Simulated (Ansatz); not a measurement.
SrTe (rock salt) is sheared across one {100} plane: the third cell vector gains the shift, so faults repeat every 10.1 Å. The cut lies between planes 3.36 Å apart; the cell height is held.

```yaml
crystal:
  lattice:
    - [4.75105, 0.00000, 0.00000]
    - [0.00000, 4.75105, 0.00000]
    - [2.37553, 2.37553, 10.07850]
  atoms:
    - { symbol: Sr, position: [0.00000, 0.00000, 0.83333] }
    - { symbol: Sr, position: [0.33333, 0.33333, 0.16667] }
    - { symbol: Sr, position: [0.66667, 0.66667, 0.50000] }
    - { symbol: Te, position: [0.83333, 0.83333, 0.16667] }
    - { symbol: Te, position: [0.16667, 0.16667, 0.50000] }
    - { symbol: Te, position: [0.50000, 0.50000, 0.83333] }
```

In-plane vectors a = (4.751, 0.000) Å, b = (0.000, 4.751) Å, area 22.57 Å². The shift is x·a + y·b, and the map repeats with period 1 in x and y. The shift is rigid: no atom relaxes. γ = [E(shift) − E(0)] / area.

Method: PBE (plane waves to 420 eV, PAW, scalar-relativistic; Ansatz, a first-principles code). k mesh 6×6×6 (Γ-centred), Fermi-Dirac smearing 0.05 eV. E is the zero-smearing estimate. Faults lie only 10.1 Å apart, and holding the cell height and the atoms raises γ above its relaxed value. Spin-orbit coupling is left out, though Te is heavy. SrTe was relaxed with its symmetry unable to fall. γ is measured from zero shift.

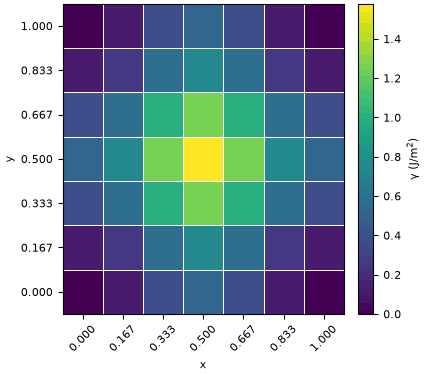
Figure. γ (J/m²), one tile a computed point (the last row and column repeat the first).

Task: Where does the grid have local minima besides zero shift?

Result: No grid point is one.

Task: Stepping between nearest grid points (4 neighbours each), what is the highest γ met on the easiest way from zero shift to the shift a?

Result: About 520 mJ/m².

Task: Which grid point, or set of equal points, is the highest, and at what γ?

Result: x = 0.500, y = 0.500 (about 1.6 J/m²).

(The slope of γ gives the shear force per area between the displaced halves; near zero shift its curvature is an elastic stiffness.)
